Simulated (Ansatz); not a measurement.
**SiH₃ (doublet): correlated methods under varied settings at a displaced geometry (v1)**

What do other methods and options give for SiH₃ (doublet) at this geometry, and how long do they take?

Program: Ansatz 0.2.0, Gaussian basis. Level of theory: the settings change from run to run. These are calculated values, not measurements.

20 further runs of the same task are left out: 2 for a known fault of the program, 10 that didn't finish, 8 set aside as unsound or not needed.

## (1) The geometry

The geometry is a PBE0/def2-TZVP stationary point (not a proven minimum) with its atoms shifted at random (size 0.040 Å).

4 atoms, charge 0, spin multiplicity 2.

Atoms are counted from 1 here; the program's logs count them from 0.

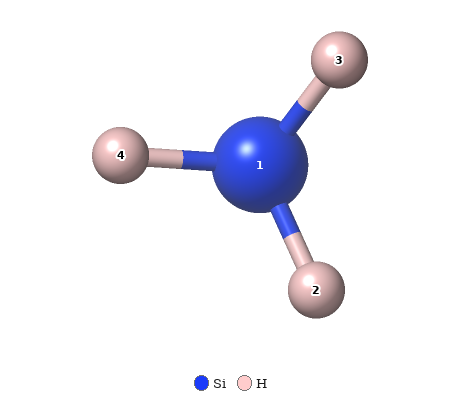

The structure; silicon blue, hydrogen pink; atoms are numbered from 1 in the order of the file.

## (2) CCSD(T) on UHF/STO-3G

File in.yaml:

```yaml
crystal:
  periodic: [false, false, false]
  atoms:
    - {symbol: Si, position_ang: [0.000393, -0.000301, -0.040857]}
    - {symbol: H, position_ang: [1.414817, -0.001789, 0.400844]}
    - {symbol: H, position_ang: [-0.673625, 1.262946, 0.352142]}
    - {symbol: H, position_ang: [-0.752131, -1.252768, 0.385475]}
basis:
  gaussian: {orbitals: STO-3G}
magnetization: {spin_polarized: true, initial_magnetization: 1}
correlation: {method: ccsd_t, electrons: outside_noble_gas}
```

Run with:

```console
$ ansatz run in.yaml --threads 1 --pin off --events-out ev --progress --plain --max-ram 2393MiB
```

Output:

```text
Functional definition: HF
  name "HF"
  cite "Fock, Z. Phys. 61, 126 (1930) doi:10.1007/BF01340294"
  parent pbe
  exchange = exact_x
  correlation = 0
128 factors; integrals over basis functions are off by at most 2.9e-5 eV
mean field evaluation 1: about -7816.5833 eV, gradient 4.7e0 eV
mean field evaluation 2: about -7816.5880 eV, gradient 4.7e0 eV
mean field evaluation 4: about -7816.9277 eV, gradient 5.8e-1 eV
mean field evaluation 8: about -7816.9382 eV, gradient 4.7e-3 eV
mean field evaluation 16: about -7816.9335 eV, gradient 3.5e-1 eV
mean field -7816.93821001 eV, -287.2671807067 hartree, gradient 1.2e-6 eV, S^2 0.752966; 0 other end points of the search recorded, 0 dependent functions left out
5 core orbitals not correlated: weight in the atoms' cores, before any rotation towards them, 1.000 or more for the frozen orbitals, at most 0.000 for the correlated occupied ones
reference -7816.93821001 eV, -287.2671807067 hartree; 4, 3 occupied and 3, 4 virtual orbitals, 128 factors
second order -0.97031415 eV of doubles, -0.00000000 eV of singles
cycle   1  -1.30734257 eV  change   -3.4e-1 eV  update   5.0e-2
cycle   2  -1.50641627 eV  change   -2.0e-1 eV  update   2.0e-2
cycle   3  -1.50942685 eV  change   -3.0e-3 eV  update   3.9e-3
cycle   4  -1.51266794 eV  change   -3.2e-3 eV  update   1.5e-3
cycle   5  -1.51187840 eV  change    7.9e-4 eV  update   3.7e-4
cycle   6  -1.51235371 eV  change   -4.8e-4 eV  update   9.0e-5
cycle   7  -1.51222382 eV  change    1.3e-4 eV  update   2.6e-5
cycle   8  -1.51224846 eV  change   -2.5e-5 eV  update   8.0e-6
cycle   9  -1.51224910 eV  change   -6.4e-7 eV  update   1.8e-6
perturbative correction -0.00969805 eV, -0.0003563968 hartree
Total energy: -7818.46015716 eV, -287.3231112329 hartree
```

It took 0.12 s on 1 thread of Arm Neoverse V1, shared host.

From the report: ⟨S²⟩ of the determinant 0.753 (pure doublet: 0.75); correlation -1.5219 eV; T1 0.004; largest double amplitude 0.06.

## (3) NEVPT2(3,7)/def2-mTZVP

Changes to in.yaml since step 2:

```diff
@@ -8,4 +8,4 @@
 basis:
-  gaussian: {orbitals: STO-3G}
-magnetization: {spin_polarized: true, initial_magnetization: 1}
-correlation: {method: ccsd_t, electrons: outside_noble_gas}
+  gaussian: {orbitals: def2-mTZVP}
+magnetization: {spin_polarized: false, initial_magnetization: 1}
+correlation: {method: sc_nevpt2, electrons: outside_noble_gas, active_space: {window: {electrons: 3, orbitals: 7}}}
```

Same command.

Output, shortened:

```text
Functional definition: HF
  name "HF"
  cite "Fock, Z. Phys. 61, 126 (1930) doi:10.1007/BF01340294"
  parent pbe
[...]
292 factors; integrals over basis functions are off by at most 7.2e-4 eV
[...]
mean field -7908.18012785 eV, -290.6202593416 hartree, gradient 3.1e-6 eV, S^2 0.750000; 0 other end points of the search recorded, 0 dependent functions left out
reference -7908.18012785 eV, -290.6202593416 hartree; 9, 8 occupied and 22, 23 virtual orbitals, 292 factors
state -7908.86157716 eV, -290.6453021417 hartree
state -7908.86157716 eV, -290.6453021417 hartree; corrected -7910.21757079 eV, -290.6951339884 hartree
state -7908.85008249 eV, -290.6448797204 hartree
state -7908.85008249 eV, -290.6448797204 hartree; corrected -7910.20356655 eV, -290.6946193421 hartree
state -7908.86157716 eV, -290.6453021417 hartree; corrected -7910.21757079 eV, -290.6951339884 hartree
the orbitals are reached from a further start. From the first start the search ends at -7908.85005333 eV, -290.6448786488 hartree
Total energy: -7910.21757079 eV, -290.6951339884 hartree
```

Run time: 1.3 s. Hardware: 1 thread of Arm Neoverse V1, shared host.

From the report: 147 determinants; active occupations 1.97, 1.00, 0.02, 0.01, 0.00, 0.00, 0.00.

## (4) CASCI(5,3)/def2-SVP

Changes to in.yaml since step 3:

```diff
@@ -8,4 +8,5 @@
 basis:
-  gaussian: {orbitals: def2-mTZVP}
+  gaussian: {orbitals: def2-SVP}
 magnetization: {spin_polarized: false, initial_magnetization: 1}
-correlation: {method: sc_nevpt2, electrons: outside_noble_gas, active_space: {window: {electrons: 3, orbitals: 7}}}
+correlation: {active_space: {window: {electrons: 5, orbitals: 3}, fixed_orbitals: true}}
+output: {forces: true}
```

Same command.

Output, shortened:

```text
Functional definition: HF
  name "HF"
  cite "Fock, Z. Phys. 61, 126 (1930) doi:10.1007/BF01340294"
  parent pbe
[...]
325 factors; integrals over basis functions are off by at most 9.0e-4 eV
[...]
mean field -7905.76876576 eV, -290.5316434192 hartree, gradient 4.6e-6 eV, S^2 0.750000; 0 other end points of the search recorded, 0 dependent functions left out
reference -7905.76876576 eV, -290.5316434192 hartree; 9, 8 occupied and 24, 25 virtual orbitals, 325 factors
state -7905.76876576 eV, -290.5316434192 hartree
[...]
Total energy: -7905.76876576 eV, -290.5316434192 hartree
Atom 0 at     0.000393    -0.000301    -0.040857 Å, force    -0.281237    -0.454784    -0.125698 eV/Å
Atom 1 at     1.414817    -0.001789     0.400844 Å, force    -0.066199    -0.070204     0.095554 eV/Å
Atom 2 at    -0.673625     1.262946     0.352142 Å, force    -0.028508    -0.158063     0.093801 eV/Å
Atom 3 at    -0.752131    -1.252768     0.385475 Å, force     0.375945     0.683050    -0.063656 eV/Å
Dipole moment:    -0.000125     0.003625    -0.010836 e Å
```

Run time: 0.18 s. Hardware: 1 thread of Arm Neoverse V1, shared host.

From the report: 3 determinants; active occupations 2.00, 2.00, 1.00. With so small a space the active step adds no correlation: the energy is the mean field's.

## (5) CISD/def2-mTZVP

Changes to in.yaml since step 4:

```diff
@@ -8,5 +8,5 @@
 basis:
-  gaussian: {orbitals: def2-SVP}
+  gaussian: {orbitals: def2-mTZVP}
 magnetization: {spin_polarized: false, initial_magnetization: 1}
-correlation: {active_space: {window: {electrons: 5, orbitals: 3}, fixed_orbitals: true}}
+correlation: {active_space: {ras: {orbitals: [8, 1, 22], electrons: 17, max_holes: 2, max_particles: 2}, fixed_orbitals: true}}
 output: {forces: true}
```

The command is unchanged.

Output, shortened:

```text
Functional definition: HF
  name "HF"
  cite "Fock, Z. Phys. 61, 126 (1930) doi:10.1007/BF01340294"
  parent pbe
[...]
292 factors; integrals over basis functions are off by at most 7.2e-4 eV
[...]
mean field -7908.18012785 eV, -290.6202593416 hartree, gradient 3.1e-6 eV, S^2 0.750000; 0 other end points of the search recorded, 0 dependent functions left out
reference -7908.18012785 eV, -290.6202593416 hartree; 9, 8 occupied and 22, 23 virtual orbitals, 292 factors
state -7911.49416906 eV, -290.7420481095 hartree
[...]
Total energy: -7911.49416906 eV, -290.7420481095 hartree
Atom 0 at     0.000393    -0.000301    -0.040857 Å, force    -0.267865    -0.428074    -0.041892 eV/Å
Atom 1 at     1.414817    -0.001789     0.400844 Å, force     0.015401    -0.061745     0.066031 eV/Å
Atom 2 at    -0.673625     1.262946     0.352142 Å, force    -0.057909    -0.076120     0.061197 eV/Å
Atom 3 at    -0.752131    -1.252768     0.385475 Å, force     0.310374     0.565938    -0.085336 eV/Å
Dipole moment:    -0.000466     0.002211    -0.026160 e Å
```

It took 6 s on 1 thread of Arm Neoverse V1, shared host.

From the report: 80,551 determinants.

## (6) CCSDT(Q)/B on ROHF/6-31G*

Changes to in.yaml since step 5:

```diff
@@ -8,5 +8,4 @@
 basis:
-  gaussian: {orbitals: def2-mTZVP}
+  gaussian: {orbitals: "6-31G*"}
 magnetization: {spin_polarized: false, initial_magnetization: 1}
-correlation: {active_space: {ras: {orbitals: [8, 1, 22], electrons: 17, max_holes: 2, max_particles: 2}, fixed_orbitals: true}}
-output: {forces: true}
+correlation: {method: ccsdt_q_b, electrons: outside_noble_gas, diis_vectors: 12}
```

The command is unchanged.

Output:

```text
Functional definition: HF
  name "HF"
  cite "Fock, Z. Phys. 61, 126 (1930) doi:10.1007/BF01340294"
  parent pbe
  exchange = exact_x
  correlation = 0
450 factors; integrals over basis functions are off by at most 3.1e-8 eV
mean field evaluation 1: about -7907.1845 eV, gradient 8.2e0 eV
mean field evaluation 2: about -7907.2050 eV, gradient 8.3e0 eV
mean field evaluation 4: about -7907.7237 eV, gradient 4.1e-1 eV
mean field evaluation 8: about -7907.7259 eV, gradient 1.8e-4 eV
mean field evaluation 16: about -7907.6923 eV, gradient 4.0e-1 eV
mean field -7907.72587026 eV, -290.6035656829 hartree, gradient 2.6e-6 eV, S^2 0.750000; 0 other end points of the search recorded, 0 dependent functions left out
5 core orbitals not correlated: weight in the atoms' cores, before any rotation towards them, 1.000 or more for the frozen orbitals, at most 0.000 for the correlated occupied ones
reference -7907.72587026 eV, -290.6035656829 hartree; 4, 3 occupied and 16, 17 virtual orbitals, 450 factors
second order -1.88066682 eV of doubles, -0.02335254 eV of singles
cycle   1  -2.32563063 eV  change   -4.2e-1 eV  update   5.6e-2
cycle   2  -2.56843730 eV  change   -2.4e-1 eV  update   2.5e-2
cycle   3  -2.58730299 eV  change   -1.9e-2 eV  update   6.9e-3
cycle   4  -2.58860046 eV  change   -1.3e-3 eV  update   2.4e-3
cycle   5  -2.58739457 eV  change    1.2e-3 eV  update   9.6e-4
cycle   6  -2.58766577 eV  change   -2.7e-4 eV  update   3.3e-4
cycle   7  -2.58793199 eV  change   -2.7e-4 eV  update   1.1e-4
cycle   8  -2.58789548 eV  change    3.7e-5 eV  update   3.5e-5
cycle   9  -2.58787461 eV  change    2.1e-5 eV  update   1.2e-5
cycle  10  -2.58788324 eV  change   -8.6e-6 eV  update   3.8e-6
cycle  11  -2.58788382 eV  change   -5.8e-7 eV  update   1.3e-6
cycle  12  -2.58788303 eV  change    7.9e-7 eV  update   4.7e-7
perturbative correction -0.00067586 eV, -0.0000248374 hartree
Total energy: -7910.31442914 eV, -290.6986934673 hartree
```

It took 1.2 s on 1 thread of Arm Neoverse V1, shared host.

From the report: correlation -2.5886 eV; T1 0.018; largest double amplitude 0.04.

## (7) CCSDT/cc-pVDZ

Changes to in.yaml since step 6:

```diff
@@ -8,4 +8,6 @@
 basis:
-  gaussian: {orbitals: "6-31G*"}
+  gaussian: {orbitals: cc-pVDZ, point_charges: [{charge: 0.50, position_ang: [6.049, -0.303, -0.975]}]}
 magnetization: {spin_polarized: false, initial_magnetization: 1}
-correlation: {method: ccsdt_q_b, electrons: outside_noble_gas, diis_vectors: 12}
+hamiltonian: {xc: {name: B3LYP}}
+correlation: {method: ccsdt, electrons: outside_noble_gas}
+output: {forces: true}
```

Launched as before.

Output, shortened:

```text
Functional definition: B3LYP
  name "B3LYP"
  cite "Stephens, Devlin, Chabalowski & Frisch, J. Phys. Chem. 98, 11623 (1994) doi:10.1021/j100096a001"
  cite "Becke, Phys. Rev. A 38, 3098 (1988) doi:10.1103/PhysRevA.38.3098"
  cite "Lee, Yang & Parr, Phys. Rev. B 37, 785 (1988) doi:10.1103/PhysRevB.37.785"
  cite "Vosko, Wilk & Nusair, Can. J. Phys. 58, 1200 (1980) doi:10.1139/p80-159"
[...]
612 factors; integrals over basis functions are off by at most 1.7e-7 eV
[...]
mean field -7925.23760129 eV, -291.2471099283 hartree, gradient 8.1e-6 eV, S^2 0.750000; 0 other end points of the search recorded, 0 dependent functions left out
[...]
5 core orbitals not correlated: weight in the atoms' cores, before any rotation towards them, 1.000 or more for the frozen orbitals, at most 0.000 for the correlated occupied ones
reference -7908.06280515 eV, -290.6159478117 hartree; 4, 3 occupied and 24, 25 virtual orbitals, 612 factors
second order -2.69276510 eV of doubles, -0.12651915 eV of singles
cycle   1  -3.31231523 eV  change   -4.9e-1 eV  update   5.2e-2
[...]
cycle  13  -3.56154960 eV  change    4.2e-7 eV  update   2.3e-7
[...]
Total energy: -7911.62435475 eV, -290.7468323455 hartree
Atom 0 at     0.000393    -0.000301    -0.040857 Å, force    -0.417003    -0.449334    -0.155432 eV/Å
Atom 1 at     1.414817    -0.001789     0.400844 Å, force     0.220545    -0.062595     0.132642 eV/Å
Atom 2 at    -0.673625     1.262946     0.352142 Å, force    -0.086141     0.051286     0.085600 eV/Å
Atom 3 at    -0.752131    -1.252768     0.385475 Å, force     0.287157     0.460301    -0.064731 eV/Å
Dipole moment:    -0.058896     0.004059    -0.004080 e Å
```

It took 11 s on 1 thread of Arm Neoverse V1, shared host.

From the report: correlation -3.5615 eV; T1 0.017; largest double amplitude 0.04. The orbitals are Kohn-Sham ones, so correlation energy and T1 don't compare with those on Hartree-Fock orbitals.

## (8) All runs side by side

```csv
level,correlated,functions,energy (eV),time
CCSD(T) on UHF/STO-3G,outside noble gas,12,-7818.4602,0.12 s
"NEVPT2(3,7)/def2-mTZVP",outside noble gas,31,-7910.2176,1.3 s
"CASCI(5,3)/def2-SVP",,33,-7905.7688,0.18 s
CISD/def2-mTZVP,all,31,-7911.4942,6 s
CCSDT(Q)/B on ROHF/6-31G*,outside noble gas,25,-7910.3144,1.2 s
"CCSDT/cc-pVDZ (beside a point charge, on B3LYP orbitals)",outside noble gas,33,-7911.6244,11 s
```

## (9) Results

| quantity | value |
| --- | --- |
| runs | 6 |
| quickest | CCSD(T) on UHF/STO-3G, 0.12 s |
| slowest | CCSDT/cc-pVDZ (beside a point charge, on B3LYP orbitals), 11 s |

**Reading.** Total energies in different bases, with other cores or another treatment of relativity can't be set against each other. CCSDT/cc-pVDZ (beside a point charge, on B3LYP orbitals) took 92 times as long as CCSD(T) on UHF/STO-3G; the jobs differ in more than the method.
